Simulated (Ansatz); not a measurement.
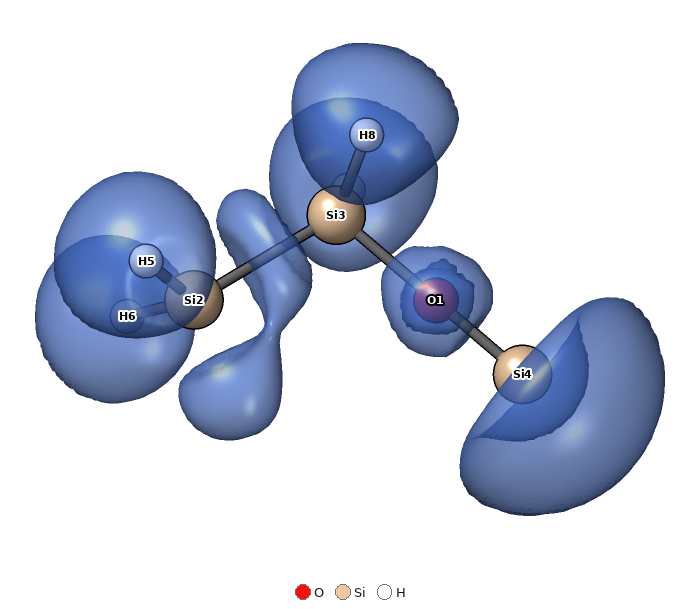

*H4OSi3 (SMILES [Si]=[O+][SiH2][SiH2]) (charge +1, doublet). Isosurface of the electron localisation function at 0.8 (blue), seen at a tilt. Core shells and regions of very low density are left out.*

Geometry: B3LYP-D3(BJ)/def2-SVP.

Method: Ansatz 0.2.0, isolated molecule in a Gaussian basis; Kohn-Sham density functional theory, functional PBE0.

```xyz
8

O     0.7591   -3.0683   -0.0310
Si    0.5240    0.2305    0.2046
Si    0.0620   -1.7135   -0.9924
Si    1.3628   -4.2447    0.8030
H     1.4793    1.1309   -0.4906
H    -0.6952    0.8929    0.7351
H    -1.3609   -2.1235   -1.0603
H     0.7817   -1.8849   -2.2770
```

Describe the localisation domains.

Answer. At this value the surface marks out four regions around hydrogen nuclei, one region on Si in which the atom's valence shell and bonds are merged, one lobe on Si, pointing away from the bonds (non-bonding electrons) and one region wrapped around O (its lone pairs, merged into a ring or cap). Profiles from the grid: Si–O (1.56 Å): the ELF peaks at about 0.85 between the atoms (a short, strongly polar bond). Si–Si (2.33 Å): the ELF peaks at about 1 between the atoms; localised, covalent bonding.
